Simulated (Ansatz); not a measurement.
# FGeH$_{3}$···NH$_{3}$: what the fields show

```xyz
9

Ge   -0.8562    1.1597   -0.3685
N     1.2014   -1.6382    0.4879
H    -1.7244   -0.0781   -0.6455
H    -1.6840    2.4562   -0.3588
H     0.3580    1.2591   -1.3060
H     0.9219   -0.8717    1.1021
F    -0.2296    0.9942    1.2675
H     0.3421   -2.0639    0.1366
H     1.6709   -1.2172   -0.3151
```

All numbers below come from Ansatz, RKS B3LYP/def2-SVP.

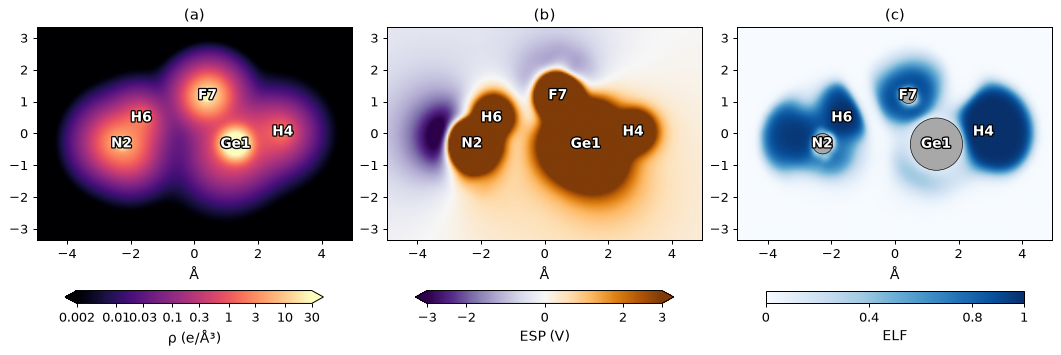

Figure 1. (a) electron density; (b) molecular electrostatic potential; (c) ELF on the plane of atoms H4, Ge1 and F7. Grey discs cover the atomic cores in the ELF map.

What do the fields say about this system?

Answer.
- Atoms in the plane: Ge, N, H and F.
- F7···H6 (2.20 Å): the density falls to about 0.1 e/Å³ on the way; the ELF dips to about 0.05 between them; a closed-shell contact with the geometry of a hydrogen bond.
- Ge–F (1.76 Å): ρ is about 0.86 e/Å³ halfway; the ELF peaks at about 0.85 in the valence shell of F, 0.5 Å from its nucleus, and is about 0.20 at the midpoint.
- N–H (1.02 Å): the density is about 2.8 e/Å³ at the midpoint; the ELF climbs to about 1 towards the hydrogen, as it does in any bond to H; an ordinary covalent bond to hydrogen.
- Ge–H (1.54 Å): the density is about 1.1 e/Å³ at the midpoint; the ELF climbs to about 1 towards the hydrogen.
- The ELF also peaks beside N2 and F7, away from the bonds: lone-pair regions.
- Outside the dense part of the complex the potential is most negative (−3.4 V) near N2.

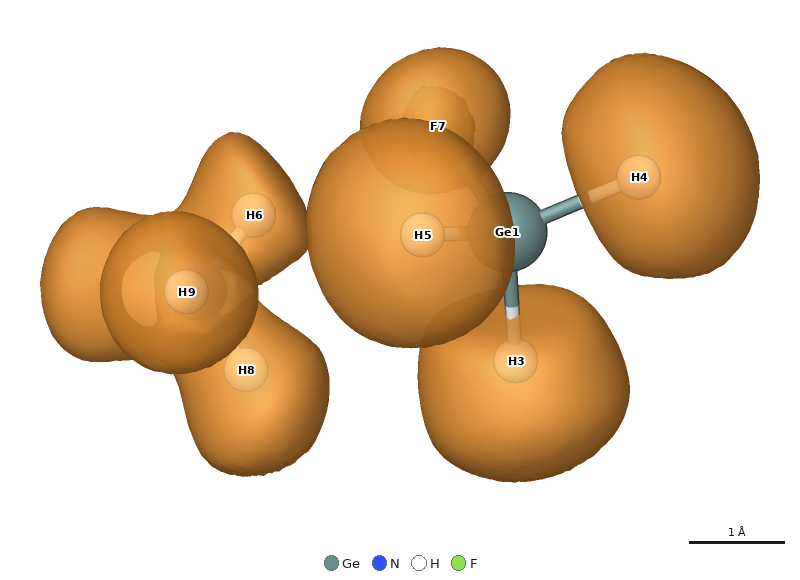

Figure 2. Isosurface of the ELF at 0.75 (orange), seen at an oblique angle. Only the valence region is drawn (cores and ρ < 0.01 e/Å³ removed).

Identify the bonds, lone pairs and shells in this picture.

Answer. The surface consists of three regions around hydrogen nuclei, one region wrapped around F (its valence shell) and one joined region spread over several atoms (H, N), in which their bonds and any lone pairs are merged.

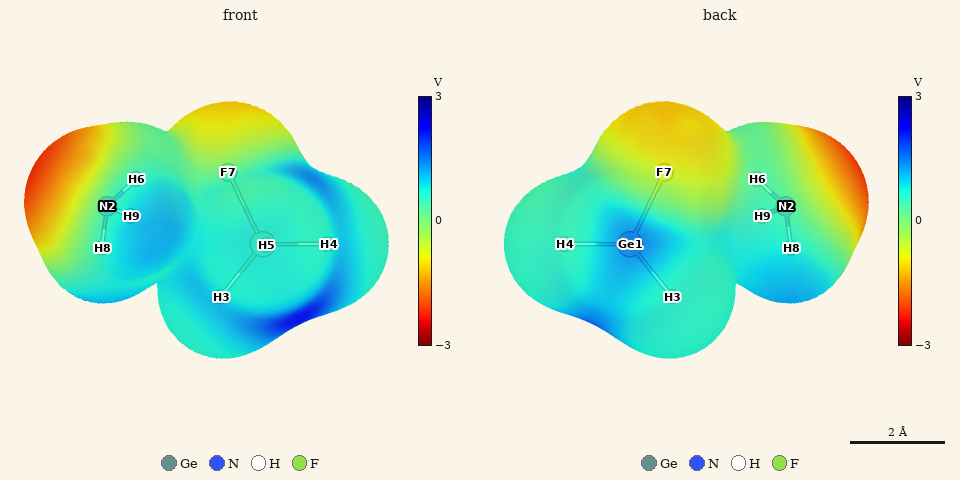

Figure 3. The molecular electrostatic potential painted on the density surface at 0.002 e/bohr³, seen from the front and from behind; red is negative and blue positive.

Describe the electrostatic potential map.

Answer. The most negative region (about −2.2 V) lies over N2, the most positive (about +2.2 V) over Ge1. N2 is the likeliest acceptor of a hydrogen bond.

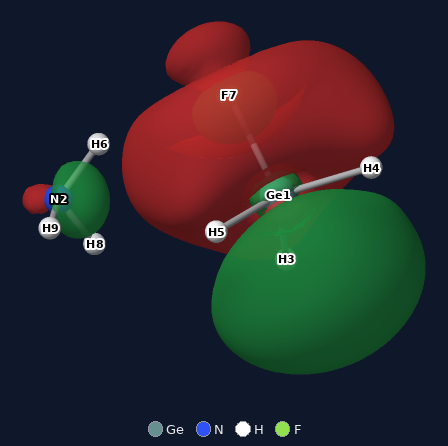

Figure 4. The LUMO at ±0.08 Å⁻³ᐟ² (green and red are the two phases), seen at a tilt.

What is the character of this orbital?

Answer. It lies mainly on Ge1 (about 65 %) and F7 (about 15 %). Its energy is −0.40 eV.
